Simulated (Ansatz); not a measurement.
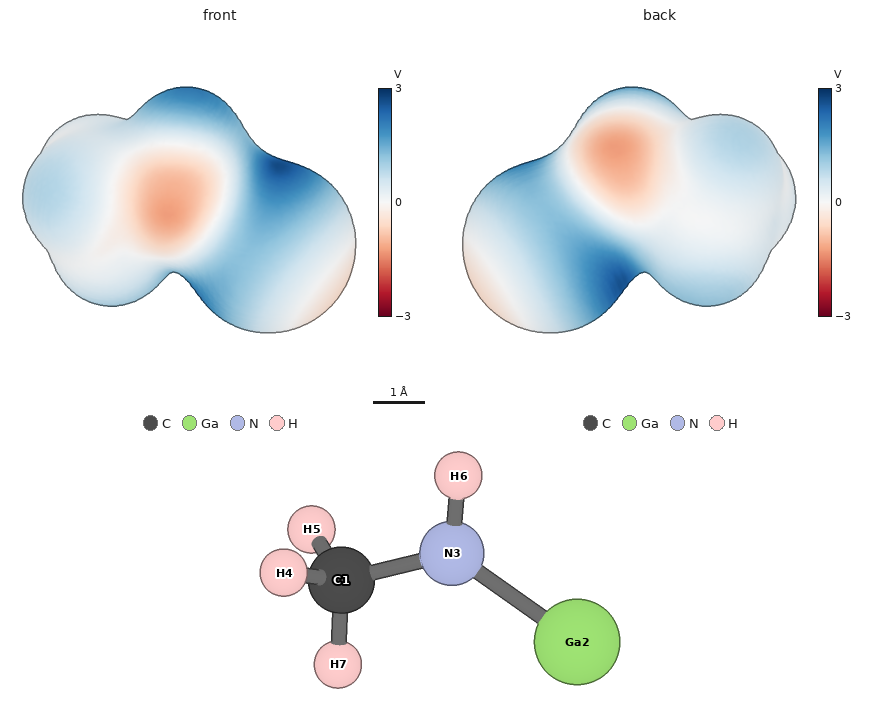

Figure. CH₄GaN (SMILES C[NH][Ga]). The electrostatic potential painted on the density surface at 0.004 e/bohr³, seen from the front and from behind; the colour scale runs from red (negative) to blue (positive). The bare structure is drawn below in the same view.

Geometry: B3LYP/6-31G*.

Theory: isolated molecule in a Gaussian basis; Kohn-Sham density functional theory, functional PBE0 in Ansatz.

```xyz
7

C    -1.3614    2.2745    3.3871
Ga   -1.2478   -0.7418    3.6802
N    -1.4169    0.9361    2.8131
H    -0.5391    2.8792    2.9747
H    -2.2950    2.8387    3.2390
H    -1.5690    0.9601    1.8060
H    -1.1969    2.2052    4.4699
```

Which sites attract a positive test charge, and which a negative one?

Answer. A positive charge is drawn to the negative regions and a negative charge to the positive ones. The most negative region (about −1.2 V) lies over N3, the most positive (about +2.6 V) over Ga2. N3 is the likeliest acceptor of a hydrogen bond.

What dipole moment does the calculation give?

Answer. Its dipole moment is 0.74 D.
